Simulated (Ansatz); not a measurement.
System: Mg$_{5}$O.

Input file:

```
crystal:
  lattice:
    - [0.0, 4.026459362, 4.026459362]
    - [4.026459362, 0.0, 4.026459362]
    - [4.026459362, 4.026459362, 0.0]
  atoms:
    - { symbol: Mg, position: [0.3749809954, 0.3749809954, 0.8750570139] }
    - { symbol: Mg, position: [0.3749809954, 0.8750570139, 0.3749809954] }
    - { symbol: Mg, position: [0.8750570139, 0.3749809954, 0.3749809954] }
    - { symbol: Mg, position: [0.3749809954, 0.3749809954, 0.3749809954] }
    - { symbol: Mg, position: [0.75, 0.75, 0.75] }
    - { symbol: O, position: [0.0, 0.0, 0.0], spin: 0.68 }
basis:
  ecutwfc: 420
kpoints:
  mp_grid: { grid: [8, 8, 8] }
hamiltonian:
  xc: pbe
scf:
  occupations: { method: gaussian, width: 0.1 }
output:
  forces: true
  stress: true
  eigenvalues: true
  populations: true
  write_density: true
  write_potential: true
  elf: true
  volumetric_format: npy
magnetization:
  spin_polarized: true
relax:
  adjacent_minimum: "off"
  f_tol: 0.01
  max_steps: 80
  cell: { stress_tol: 0.05 }
```

Command:

```sh
ansatz run input.yaml --threads 1 --pin off --max-ram 2560MiB --backend cpu --events-out ev --progress --plain --runs-dir out
```

Below, planes, directions and counts refer to the conventional cell (a = 8.06 Å, b = 8.06 Å, c = 8.06 Å, α = 90.00°, β = 90.00°, γ = 90.00°).

The fields are those of the relaxed geometry.

Space group F-43m; a structure generated by program, which may or may not match a known phase; spin-polarised.

The calculation used DFT PBE, scalar-relativistic, plane waves, PAW (Ansatz).

What can the converged valence pseudo-density and electron localisation function tell about the bonding?

Mg–Mg (2.85 Å): the density is about 0.14 e/Å³ at the midpoint; the ELF peaks at about 0.70 between the atoms.
Mg–O (3.34 Å): the density is about 0.06 e/Å³ at the midpoint; the ELF is about 0.15 at the midpoint; no shared electron pair shows on this line.
The ELF has a maximum of about 0.90 in the space between the atoms, 1.6 Å from four Mg atoms, on no atom or two-centre bond.

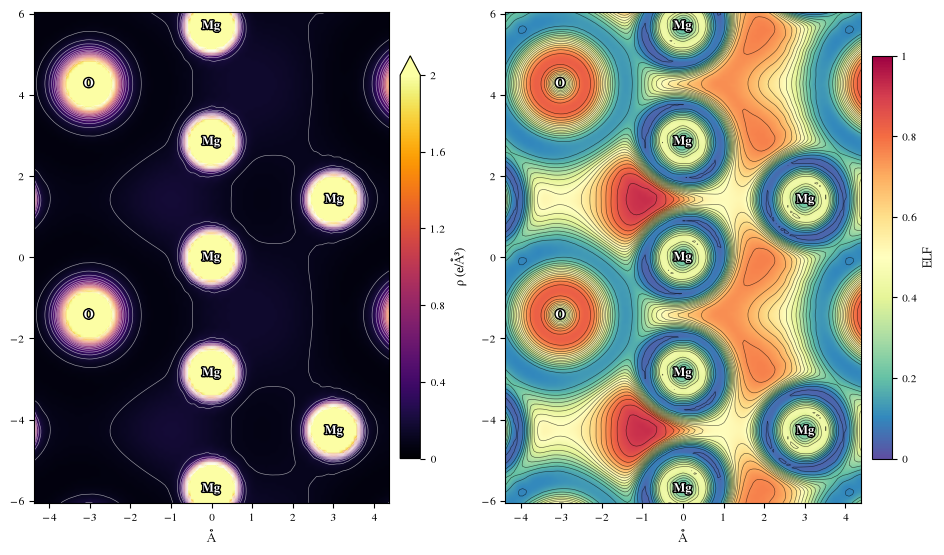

Computed valence pseudo-density and electron localisation function on the (110) plane of the conventional cell, in this order. 
